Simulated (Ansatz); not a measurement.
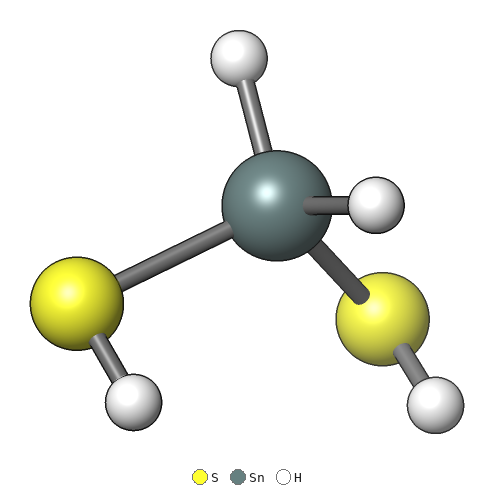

Every bond is drawn as one stick, whatever its order.

Computed geometry: PBE0-D4/def2-TZVP optimisation.

**Count the atoms of each element.**

H₄S₂Sn, 7 atoms: 4 hydrogen, 2 sulfur and 1 tin.

**Give a SMILES string for it.**

[SH][SnH2][SH]

**How many bonds of each kind are drawn?**

2 S–Sn, 2 S–H, 2 Sn–H.

More results for the same structure follow; atom numbers are the same in all pictures, views and colours differ.

**Dipole moment**

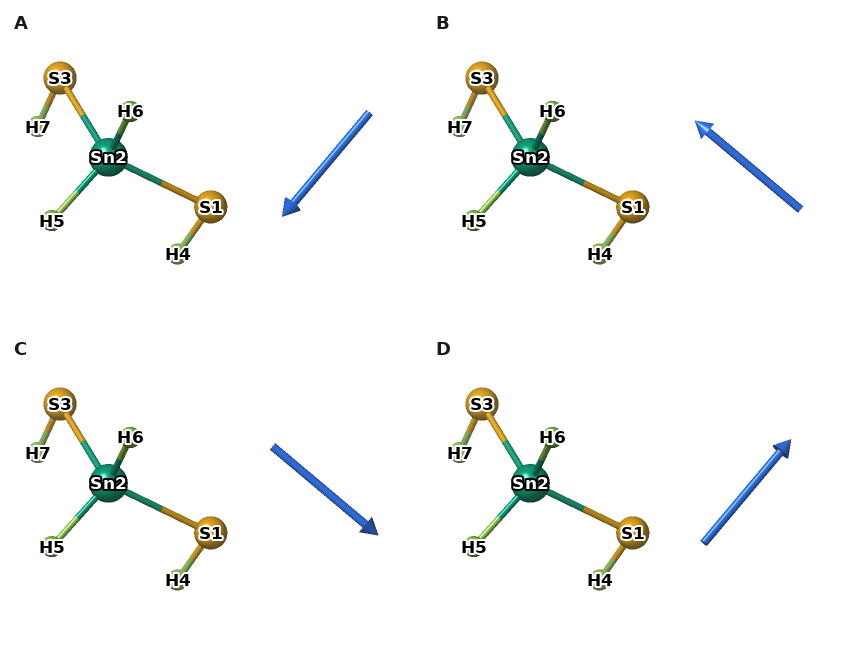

The same molecule four times, each with an arrow. Method: RKS PBE-D4/def2-TZVPP, core potentials on Sn (Ansatz 0.2.0).

**Which arrow points along the dipole moment, from the negative to the positive end?**

A. The dipole moment is 1.64 D; it points from the side of S3 to the side of H5 (the outermost atoms at the two ends).

**Vibrations**

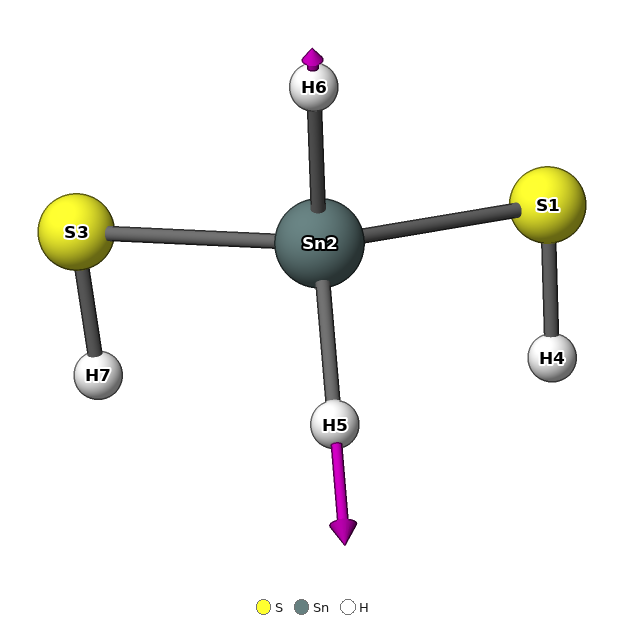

The arrows show one normal mode. Harmonic vibrations computed with RKS PBE0-D4/def2-TZVP, core potentials on Sn (Ansatz 0.2.0) at a stationary point of the same level.

**Describe the motion.**

Mostly Sn–H stretching.

**At what wavenumber does it lie?**

1947 cm⁻¹; it is mode 12 of 15 counted from the lowest.

**Charges**

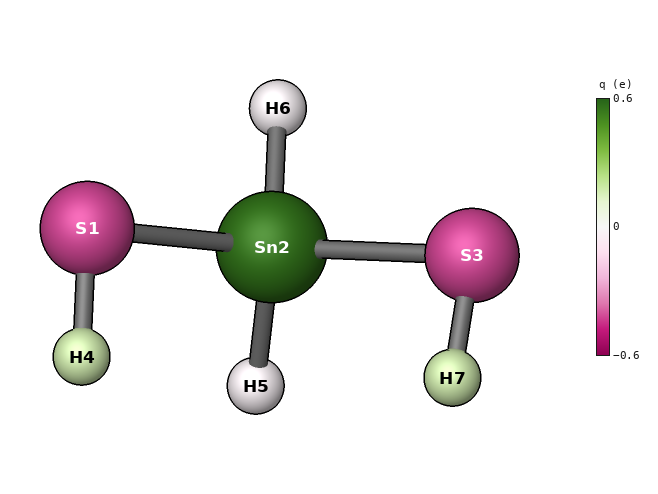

Atoms are coloured by their Mulliken charges. Method: RKS PBE0-D4/def2-TZVP, core potentials on Sn (Ansatz 0.2.0).

Give the Mulliken charges atom by atom.

```
atom  value (e)
  S1      −0.42
 Sn2       0.56
  S3      −0.42
  H4       0.17
  H5      −0.03
  H6      −0.03
  H7       0.17
```

Mulliken values depend strongly on the basis set and can even reverse the polarity of a bond.
